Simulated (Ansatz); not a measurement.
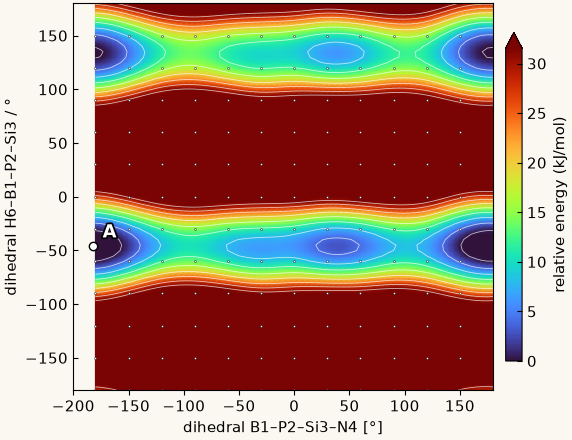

BFH₆NPSi, SMILES BP[SiH](N)F. First axis: dihedral B1–P2–Si3–N4. Second axis: dihedral H6–B1–P2–Si3. Nothing is relaxed (all other coordinates rigid). Grid: 12 × 12 points. Points are written as (first, second). Energies: kJ/mol, counted from the lowest grid point. Level of theory: Ansatz 0.2.0, RHF/def2-SVP.

Drawn: a smooth colour map with a few white contour lines, dots at the grid points, one colour for all values above the top of the scale, the well A. Between grid points the surface is interpolated.

> Estimate the position of the minimum and the force constants in these coordinates. Take the well at A.

The interpolated minimum is at dihedral B1–P2–Si3–N4 ≈ −182°, dihedral H6–B1–P2–Si3 ≈ −46°. The curvatures there are about 0.38 eV/rad² and 1.1 eV/rad², with a cross term of about 0 eV/rad². Round the minimum the two coordinates are nearly uncoupled. (1 eV is 96.5 kJ/mol.)
